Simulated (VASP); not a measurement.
# MnS with r2SCAN: from relaxation to properties, part 3 of 6

What structure does MnS take at this level, and what are its properties? The start is a cell from a database of measured crystal structures.

VASP 6.6.1, plane waves and PAW; the level of theory is named at each step.

So far, gap on the k-mesh (eV): step 3 (magnetic order: antiferromagnetic, q = (0, 0, 1/2)) 1.83; step 4 (another cell shape, k-mesh 6×6×5) 0.475.

The database entry behind the starting cell differs from later determinations by our own check (an axis about 0.2 % short against later determinations), so it need not match the best structure at ambient conditions.

**6. Full relaxation (r2SCAN)**

This step: r2SCAN, spin-polarised from an antiferromagnetic start; plane waves and PAW (Mn_pv, S) (VASP 6.6.1).

Properties are meant for the cell that this level of theory prefers, so cell and atoms are relaxed first (ISIF = 3) until forces and stress are small; EDIFFG sets the threshold.

File INCAR:

```
SYSTEM = MnS
PREC = Accurate
ENCUT = 400
EDIFF = 1E-06
NELM = 100
ISMEAR = 0
SIGMA = 0.05
LREAL = .FALSE.
ALGO = Normal
METAGGA = R2SCAN
LASPH = .TRUE.
NBANDS = 27
ISPIN = 2
MAGMOM = 4.37 -4.37 0 0
LMAXMIX = 4
LORBIT = 11
LWAVE = .FALSE.
LCHARG = .FALSE.
KPAR = 4
IBRION = 2
NSW = 60
ISIF = 3
EDIFFG = -0.01
```

File POSCAR:

```
MnS
1.0
    0.0000000000      2.6045000000      2.6045000000
    2.6045000000      0.0000000000      2.6045000000
    5.2090000000      5.2090000000      0.0000000000
Mn S
2 2
Direct
    0.0000000000      0.0000000000      0.0000000000
    0.0000000000      0.0000000000      0.5000000000
    0.5000000000      0.5000000000      0.2500000000
    0.5000000000      0.5000000000      0.7500000000
```

File KPOINTS:

```
Automatic mesh
0
Gamma
6 6 6
0 0 0
```

Potentials, in the order of the species: Mn_pv and S (PBE family, release 64).

On the command line:

```sh
$ mpirun -np 4 vasp_std
```

Output:

```text
[... set-up lines as in an earlier step ...]
 entering main loop
       N       E                     dE             d eps       ncg     rms          rms(c)
DAV:   1     0.318714671950E+03    0.31871E+03   -0.18879E+04  3824   0.129E+03
DAV:   2    -0.319735628069E+02   -0.35069E+03   -0.33857E+03  3494   0.391E+02
DAV:   3    -0.578707214520E+02   -0.25897E+02   -0.25437E+02  4228   0.111E+02
DAV:   4    -0.585687437657E+02   -0.69802E+00   -0.69558E+00  4014   0.180E+01
DAV:   5    -0.585814264108E+02   -0.12683E-01   -0.12679E-01  4068   0.278E+00    0.155E+01
DAV:   6    -0.496614917957E+02    0.89199E+01   -0.24912E+01  3988   0.503E+01    0.181E+01
DAV:   7    -0.500038146973E+02   -0.34232E+00   -0.21891E+00  3607   0.120E+01    0.110E+01
DAV:   8    -0.499616784173E+02    0.42136E-01   -0.31303E-01  4267   0.699E+00    0.628E+00
DAV:   9    -0.499746444562E+02   -0.12966E-01   -0.12225E-01  3642   0.346E+00    0.112E+00
DAV:  10    -0.499735763762E+02    0.10681E-02   -0.28000E-02  3737   0.195E+00    0.313E-01
DAV:  11    -0.499740525262E+02   -0.47615E-03   -0.32796E-03  4234   0.431E-01    0.122E-01
DAV:  12    -0.499741867033E+02   -0.13418E-03   -0.33436E-04  3690   0.137E-01    0.671E-02
DAV:  13    -0.499744348569E+02   -0.24815E-03   -0.93271E-05  3778   0.569E-02    0.598E-02
DAV:  14    -0.499744170830E+02    0.17774E-04   -0.45082E-06  3875   0.189E-02    0.361E-02
DAV:  15    -0.499744147594E+02    0.23236E-05   -0.10204E-05  3746   0.238E-02    0.143E-02
DAV:  16    -0.499744328222E+02   -0.18063E-04   -0.12150E-06  2101   0.858E-03    0.270E-03
DAV:  17    -0.499744268584E+02    0.59638E-05   -0.19415E-07  1953   0.319E-03    0.160E-03
DAV:  18    -0.499744253788E+02    0.14796E-05   -0.29857E-08  1923   0.114E-03    0.461E-04
DAV:  19    -0.499744256408E+02   -0.26195E-06   -0.89930E-09  1902   0.627E-04
   1 F= -.49974426E+02 E0= -.49974426E+02  d E =-.499744E+02  mag=    -0.0000
 curvature:   0.00 expect dE= 0.000E+00 dE for cont linesearch  0.000E+00
 trial: gam= 0.00000 g(F)=  0.156E-58 g(S)=  0.403E-01 ort = 0.000E+00 (trialstep = 0.100E+01)
 search vector abs. value=  0.403E-01
 bond charge predicted
       N       E                     dE             d eps       ncg     rms          rms(c)
DAV:   1    -0.506533743082E+02   -0.67895E+00   -0.12872E+01  3656   0.432E+01    0.810E+00
DAV:   2    -0.499595080287E+02    0.69387E+00   -0.21170E+00  3668   0.189E+01    0.665E+00
DAV:   3    -0.500151411278E+02   -0.55633E-01   -0.17537E-01  3716   0.298E+00    0.166E+00
DAV:   4    -0.499981475034E+02    0.16994E-01   -0.35953E-02  4031   0.147E+00    0.961E-01
DAV:   5    -0.499929167631E+02    0.52307E-02   -0.17567E-02  3600   0.861E-01    0.596E-01
DAV:   6    -0.499923400195E+02    0.57674E-03   -0.21657E-03  3742   0.387E-01    0.284E-01
DAV:   7    -0.499919188486E+02    0.42117E-03   -0.10178E-03  3648   0.309E-01    0.117E-01
DAV:   8    -0.499919792310E+02   -0.60382E-04   -0.18845E-04  3832   0.104E-01    0.269E-02
DAV:   9    -0.499919655914E+02    0.13640E-04   -0.10617E-05  4169   0.239E-02    0.211E-02
DAV:  10    -0.499919606618E+02    0.49296E-05   -0.18956E-06  2658   0.118E-02    0.304E-03
DAV:  11    -0.499919520993E+02    0.85626E-05   -0.20653E-07  1899   0.342E-03    0.106E-03
DAV:  12    -0.499919531515E+02   -0.10523E-05   -0.51601E-08  1830   0.156E-03    0.595E-04
DAV:  13    -0.499919530272E+02    0.12434E-06   -0.11961E-08  1836   0.102E-03
   2 F= -.49991953E+02 E0= -.49991953E+02  d E =-.175274E-01  mag=     0.0000
[...]
3 F= -.49992538E+02 E0= -.49992538E+02  d E =-.181127E-01  mag=     0.0000
[...]
4 F= -.49992485E+02 E0= -.49992485E+02  d E =-.180595E-01  mag=    -0.0000
 curvature:  -0.40 expect dE=-0.874E-04 dE for cont linesearch -0.329E-05
 ZBRENT: accuracy reached
 trial: gam=-0.00885 g(F)=  0.195E-58 g(S)=  0.216E-03 ort = 0.572E-03 (trialstep = 0.962E+00)
 search vector abs. value=  0.209E-03
 bond charge predicted
       N       E                     dE             d eps       ncg     rms          rms(c)
DAV:   1    -0.499930132873E+02   -0.52870E-03   -0.21210E-02  3570   0.107E+00    0.164E-01
DAV:   2    -0.499927551188E+02    0.25817E-03   -0.55194E-04  4006   0.210E-01    0.995E-02
DAV:   3    -0.499926436418E+02    0.11148E-03   -0.84692E-05  4280   0.989E-02    0.566E-02
DAV:   4    -0.499926480290E+02   -0.43872E-05   -0.31777E-05  4865   0.429E-02    0.180E-02
DAV:   5    -0.499926579131E+02   -0.98840E-05   -0.21829E-06  3188   0.124E-02    0.117E-02
DAV:   6    -0.499926523683E+02    0.55448E-05   -0.36187E-07  1866   0.512E-03    0.542E-03
DAV:   7    -0.499926548941E+02   -0.25258E-05   -0.15914E-07  1806   0.402E-03    0.131E-03
DAV:   8    -0.499926572513E+02   -0.23572E-05   -0.44122E-08  1788   0.156E-03    0.622E-04
DAV:   9    -0.499926568560E+02    0.39532E-06   -0.11689E-08  1776   0.882E-04
   5 F= -.49992657E+02 E0= -.49992657E+02  d E =-.171727E-03  mag=    -0.0000
 trial-energy change:   -0.000172  1 .order   -0.000161   -0.000203   -0.000120
 step:   1.5859(harm=  2.3589)  dis= 0.00000  next Energy=   -49.992699 (dE=-0.213E-03)
 reached required accuracy - stopping structural energy minimisation
```

Wall time 5.6 min (4 MPI ranks of AMD EPYC 7R43, shared host); peak memory 0.85 GiB.

OUTCAR, selected parts (step 6):

```text
   k-points           NKPTS =     32   k-points in BZ     NKDIM =     32   number of bands    NBANDS=     27

   NELECT =      38.0000    total number of electrons

 E-fermi :   6.5987

 spin component 1
 k-point     1 :       0.0000    0.0000    0.0000
  band No.  band energies     occupation
    ...
     15       5.0249      1.00000
     16       5.0249      1.00000
     17       5.0692      1.00000
     18       5.1424      1.00000
     19       5.1425      1.00000
     20       8.6099      0.00000
     21       8.6099      0.00000
     22       8.7146      0.00000
     23       9.9958      0.00000
     24       9.9959      0.00000
    ...

 k-point     2 :       0.1667    0.0000    0.0000
  band No.  band energies     occupation
    ...
     15       3.7275      1.00000
     16       4.2042      1.00000
     17       4.3238      1.00000
     18       5.7708      1.00000
     19       5.8440      1.00000
     20       8.4272      0.00000
     21       8.8265      0.00000
     22       8.8957      0.00000
     23       9.3994      0.00000
     24       9.5267      0.00000
    ...

  Total        0.0050998      0.0050998      0.0050998     -0.0320145      0.0320145      0.0320145
  in kB        0.1192401      0.1192401      0.1192401     -0.7485456      0.7485456      0.7485456
  external PRESSURE =       0.1192401 kB  Pullay stress =       0.0000000 kB

 POSITION                                       TOTAL-FORCE (eV/Angst)
 -----------------------------------------------------------------------------------
      2.58141      2.58141      5.16283        -0.000000     -0.000000     -0.000000
      5.15574      2.57432      2.58850        -0.000000     -0.000000      0.000000
      2.57787      2.57787      2.58496         0.000000      0.000000      0.000000
      5.15219      5.15219      2.59205         0.000000      0.000000      0.000000
 -----------------------------------------------------------------------------------
    total drift:                               -0.000000     -0.000000     -0.000000

  FREE ENERGIE OF THE ION-ELECTRON SYSTEM (eV)
  ---------------------------------------------------
  free  energy   TOTEN  =       -49.9926568560 eV

  energy  without entropy=      -49.9926568560  energy(sigma->0) =      -49.99265686

 reached required accuracy - stopping structural energy minimisation

 magnetization (x)
# of ion       s       p       d       tot
------------------------------------------
    1        0.016   0.015   4.308   4.339
    2       -0.016  -0.015  -4.308  -4.339
    3        0.000   0.000   0.000   0.000
    4        0.000   0.000   0.000   0.000
--------------------------------------------------
tot          0.000   0.000   0.000   0.000

[... 5 parts as in an earlier step ...]

[... 11 further parts left out ...]
```

CONTCAR:

```
MnS
   1.00000000000000
    -0.0000000000000000    2.5814128697608059    2.5814128697608059
     2.5814128697608059    0.0000000000000000    2.5814128697608059
     5.1486451449738038    5.1486451449738038    0.0141805945478080
  Mn              S
     2     2
Direct
     1.0000000000000000    1.0000000000000000    0.0000000000000000
     0.0000000000000000    1.0000000000000000    0.5000000000000000
     0.5000000000000000    0.5000000000000000    0.2500000000000000
     0.5000000000000000    0.5000000000000000    0.7500000000000000
```

The magnetic order is the lowest of the few collinear ones that converged above; longer or canted patterns were not tried. The cell is doubled for it, so bands and modes from the zone boundary of the chemical cell fold onto Γ and the labels are those of the larger cell. The run keeps the 12 symmetry operations of its start, so it cannot find a distortion of lower symmetry.

Step by step:

```tsv
step	energy less that of the first step (eV)	largest force (eV/Å)	pressure (GPa)	volume (Å³)
1	0.0000	0.0000	-2.38	70.67
2	-0.0175	0.0000	0.63	68.02
3	-0.0181	0.0000	0.11	68.44
4	-0.0181	0.0000	-0.02	68.52
5	-0.0182	0.0000	0.01	68.52
```

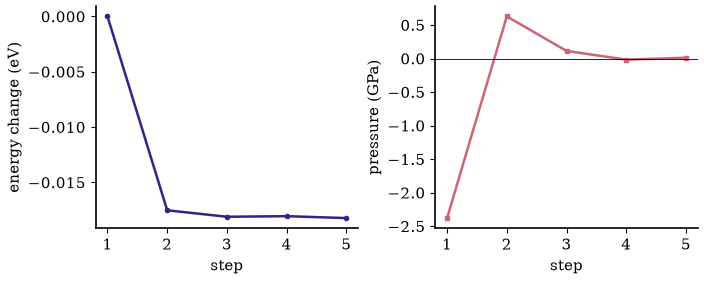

Energy and pressure along the relaxation.

```tsv
cell as run	before	after	change
a (Å)	3.683	3.651	-0.9 %
b (Å)	3.683	3.651	-0.9 %
c (Å)	7.367	7.281	-1.2 %
α (°)	60.00	59.91	-0.2 %
β (°)	60.00	59.91	-0.2 %
volume (Å³/atom)	17.67	17.13	-3.0 %
```

Final coordinates:

```xyz
4
Lattice="0.0000 2.5814 2.5814 2.5814 0.0000 2.5814 5.1486 5.1486 0.0142" Properties=species:S:1:pos:R:3 pbc="T T T"
Mn    0.0000    0.0000    0.0000
Mn    2.5743    2.5743    0.0071
S     2.5779    2.5779    2.5850
S     5.1522    5.1522    2.5920
```

Numbers from this step:

```
irreducible k-points            : 32
symmetry operations             : 12
free energy (TOTEN)             : -49.99 eV
Fermi energy                    : 6.599 eV
pressure                        : 0.01192 GPa
valence top at k                : 0, 0, 0.5
conduction bottom at k          : 0.5, 0, 0
least direct gap at k           : 0.5, 0, 0
SCF cycles over all ionic steps : 56
gap on the k-mesh               : 1.669 eV
least direct gap on the k-mesh  : 2.118 eV
```

Spin moment in the PAW sphere by atom:

```tsv
atom	spin moment in the PAW sphere (μB)
Mn1	4.34
Mn2	-4.34
S3	0.00
S4	0.00
```

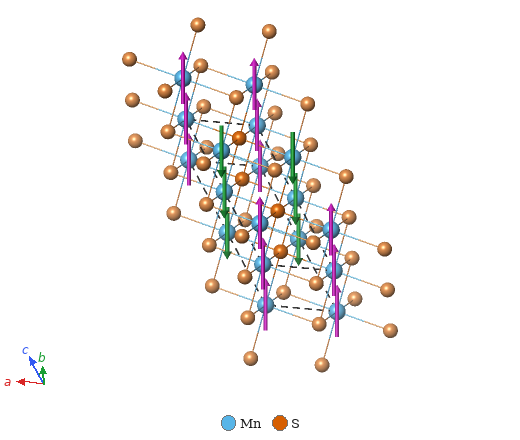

Spin moment in the PAW sphere as arrows, the longest 4.34 μB. Up and down stand for the sign. Arrows give size and sign along the axis of quantisation, drawn up and down the page. The two directions have two colours. 1×2×1 cells are drawn. Some periodic images of atoms are drawn too.

It ends with forces that vanish by symmetry and a pressure of 0.01 GPa.

**7. Second relaxation**

The basis stayed that of the start cell while the cell moved. A rerun from the cell reached resets it; the error of the finite cutoff stays. The mesh changes with the cell too.

INCAR is that of step 6.

File POSCAR:

```
MnS
1.0
    0.0000000000      2.5814128698      2.5814128698
    2.5814128698      0.0000000000      2.5814128698
    5.1486451450      5.1486451450      0.0141805945
Mn S
2 2
Direct
    0.0000000000      0.0000000000      0.0000000000
    0.0000000000      0.0000000000      0.5000000000
    0.5000000000      0.5000000000      0.2500000000
    0.5000000000      0.5000000000      0.7500000000
```

File KPOINTS:

```
Automatic mesh
0
Gamma
7 7 7
0 0 0
```

On the command line:

```sh
$ mpirun -np 4 vasp_std
```

Output:

```text
[... set-up lines as in an earlier step ...]
 entering main loop
       N       E                     dE             d eps       ncg     rms          rms(c)
DAV:   1     0.316591543278E+03    0.31659E+03   -0.18898E+04  5240   0.130E+03
DAV:   2    -0.322796868790E+02   -0.34887E+03   -0.33760E+03  4812   0.392E+02
DAV:   3    -0.578784689195E+02   -0.25599E+02   -0.25134E+02  5739   0.110E+02
DAV:   4    -0.585438424102E+02   -0.66537E+00   -0.66346E+00  5552   0.179E+01
DAV:   5    -0.585560389532E+02   -0.12197E-01   -0.12194E-01  5646   0.273E+00    0.162E+01
DAV:   6    -0.496709074324E+02    0.88851E+01   -0.24834E+01  5526   0.507E+01    0.184E+01
DAV:   7    -0.500144328761E+02   -0.34353E+00   -0.22175E+00  5005   0.124E+01    0.112E+01
DAV:   8    -0.499748715112E+02    0.39561E-01   -0.32355E-01  5830   0.712E+00    0.631E+00
DAV:   9    -0.499885576535E+02   -0.13686E-01   -0.11532E-01  5040   0.332E+00    0.114E+00
DAV:  10    -0.499869951275E+02    0.15625E-02   -0.29502E-02  5231   0.200E+00    0.306E-01
DAV:  11    -0.499875569396E+02   -0.56181E-03   -0.31918E-03  5836   0.425E-01    0.120E-01
DAV:  12    -0.499876535547E+02   -0.96615E-04   -0.32631E-04  5110   0.133E-01    0.680E-02
DAV:  13    -0.499879230620E+02   -0.26951E-03   -0.88890E-05  5401   0.548E-02    0.608E-02
DAV:  14    -0.499879021254E+02    0.20937E-04   -0.46491E-06  5401   0.191E-02    0.363E-02
DAV:  15    -0.499878985671E+02    0.35583E-05   -0.87330E-06  5224   0.231E-02    0.147E-02
DAV:  16    -0.499879228969E+02   -0.24330E-04   -0.11433E-06  2863   0.824E-03    0.269E-03
DAV:  17    -0.499879158285E+02    0.70683E-05   -0.19055E-07  2643   0.296E-03    0.179E-03
DAV:  18    -0.499879137234E+02    0.21051E-05   -0.32101E-08  2586   0.115E-03    0.530E-04
DAV:  19    -0.499879143284E+02   -0.60500E-06   -0.10529E-08  2589   0.710E-04
   1 F= -.49987914E+02 E0= -.49987914E+02  d E =-.499879E+02  mag=     0.0000
 curvature:   0.00 expect dE= 0.000E+00 dE for cont linesearch  0.000E+00
 trial: gam= 0.00000 g(F)=  0.394E-58 g(S)=  0.701E-04 ort = 0.000E+00 (trialstep = 0.100E+01)
 search vector abs. value=  0.701E-04
 reached required accuracy - stopping structural energy minimisation
```

It took 2.5 min on 4 MPI ranks; peak memory 0.84 GiB; 10 min of CPU time.

Parts of OUTCAR (step 7):

```text
   ENCUT  =  400.0 eV  29.40 Ry    5.42 a.u.   5.95  5.95 11.87*2*pi/ulx,y,z

   NELECT =      38.0000    total number of electrons

 E-fermi :   6.4721

 spin component 1
 k-point     1 :       0.0000    0.0000    0.0000
  band No.  band energies     occupation
    ...
     15       5.0242      1.00000
     16       5.0242      1.00000
     17       5.0685      1.00000
     18       5.1432      1.00000
     19       5.1432      1.00000
     20       8.6105      0.00000
     21       8.6106      0.00000
     22       8.7155      0.00000
     23       9.9965      0.00000
     24       9.9966      0.00000
    ...

 k-point     2 :       0.1429    0.0000    0.0000
  band No.  band energies     occupation
    ...
     15       3.9249      1.00000
     16       4.3188      1.00000
     17       4.4044      1.00000
     18       5.7177      1.00000
     19       5.7860      1.00000
     20       8.4735      0.00000
     21       8.7965      0.00000
     22       8.8290      0.00000
     23       9.4871      0.00000
     24       9.5497      0.00000
    ...

  Total       -0.0108034     -0.0108034     -0.0108034     -0.0301712      0.0301712      0.0301712
  in kB       -0.2525992     -0.2525992     -0.2525992     -0.7054456      0.7054456      0.7054456
  external PRESSURE =      -0.2525992 kB  Pullay stress =       0.0000000 kB

 POSITION                                       TOTAL-FORCE (eV/Angst)
 -----------------------------------------------------------------------------------
      0.00000      0.00000      0.00000        -0.000000     -0.000000     -0.000000
      2.57432      2.57432      0.00709         0.000000      0.000000      0.000000
      2.57787      2.57787      2.58496         0.000000     -0.000000      0.000000
      5.15219      5.15219      2.59205        -0.000000     -0.000000     -0.000000
 -----------------------------------------------------------------------------------
    total drift:                                0.000000      0.000000     -0.000000

  FREE ENERGIE OF THE ION-ELECTRON SYSTEM (eV)
  ---------------------------------------------------
  free  energy   TOTEN  =       -49.9879143284 eV

  energy  without entropy=      -49.9879143284  energy(sigma->0) =      -49.98791433

 magnetization (x)
# of ion       s       p       d       tot
------------------------------------------
    1        0.016   0.015   4.307   4.338
    2       -0.016  -0.015  -4.307  -4.338
    3        0.000   0.000   0.000   0.000
    4        0.000   0.000   0.000   0.000
--------------------------------------------------
tot          0.000   0.000   0.000   0.000

[... 4 parts as in an earlier step ...]

[... 13 further parts left out ...]
```

CONTCAR:

```
MnS
   1.00000000000000
     0.0000000000000000    2.5814128697999998    2.5814128697999998
     2.5814128697999998    0.0000000000000000    2.5814128697999998
     5.1486451449999997    5.1486451449999997    0.0141805945000000
  Mn              S
     2     2
Direct
     0.0000000000000000    0.0000000000000000    0.0000000000000000
     0.0000000000000000    0.0000000000000000    0.5000000000000000
     0.5000000000000000    0.5000000000000000    0.2500000000000000
     0.5000000000000000    0.5000000000000000    0.7500000000000000
```

Little changed from the start: no atom moved by 0.005 Å and no cell edge by 0.1 %.

This step gave:

- irreducible k-points: 44
- Fermi energy: 6.472 eV
- pressure: -0.02526 GPa
- valence top at k: 0, 0, 0.4286
- conduction bottom at k: 0.4286, 0.4286, 0
- least direct gap at k: 0.4286, 0, 0
- SCF cycles over all ionic steps: 19
- gap on the k-mesh: 1.740 eV
- least direct gap on the k-mesh: 2.148 eV

It ends with forces that vanish by symmetry and a pressure of -0.03 GPa. The volume moved by under 0.01 %: the run met its threshold at the first step.

(Part 3 of 6 ends here.)

[Lines on the potential files, build, host, timing and source positions are cut from VASP's logs without a mark.]

[Logs are printed without paths, hosts, clocks, repeated set-up lines and the standing remarks that a program may print on its own settings, such as how far it seeks lower states.]

[Hosts, paths, dates, database ids (printed as entryN), source tags and the programs' standing remarks are cut or masked in the printed files.]

[A measured line is paired with the nearest computed mode of its activity, which favours agreement.]

[In band tables of VASP the shares of atoms and orbitals are scaled to a sum of 1 inside the atoms' spheres.]
